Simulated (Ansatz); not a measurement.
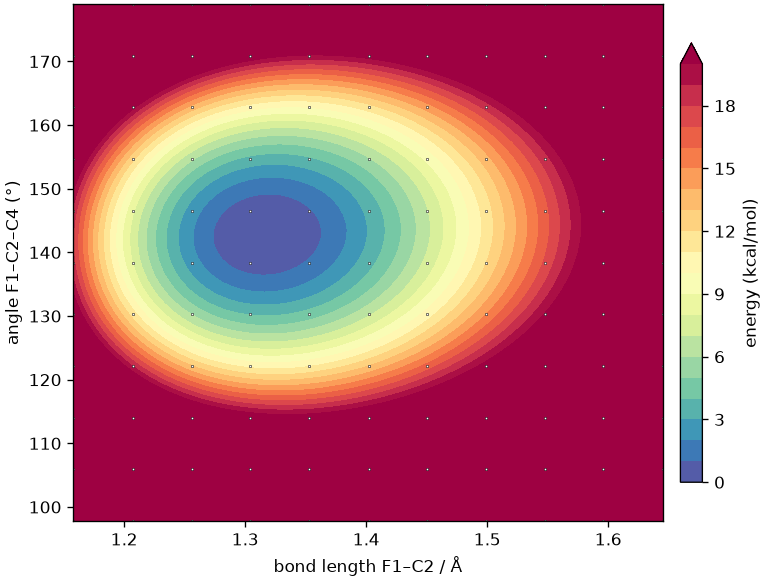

C3H3F, SMILES FC1=CC1. Coordinates scanned: (1) bond length F1–C2; (2) angle F1–C2–C4. Nothing is relaxed (all other coordinates rigid). The scan uses an 11 × 11 grid. Points are written as (first, second). Energies are in kcal/mol, from the relaxed molecule at the same level. The restricted reference is unstable at some or all points, so the energies there are unreliable. Level of theory: RHF-MP2, frozen core/def2-TZVP in Ansatz 0.2.0.

Drawn: filled contours, dots at the grid points, one colour for all values above the top of the scale. Between grid points the surface is interpolated.

### Estimate the position of the minimum and the force constants in these coordinates.

The interpolated minimum is at bond length F1–C2 ≈ 1.316 Å, angle F1–C2–C4 ≈ 142.8°. The curvatures there are about 43 eV/Å² and 7 eV/rad², with a cross term of about −0.9 eV/(Å·rad). Round the minimum the two coordinates are weakly coupled (coupling −0.05 in units of the two stiffnesses). (1 eV is 23.1 kcal/mol.)
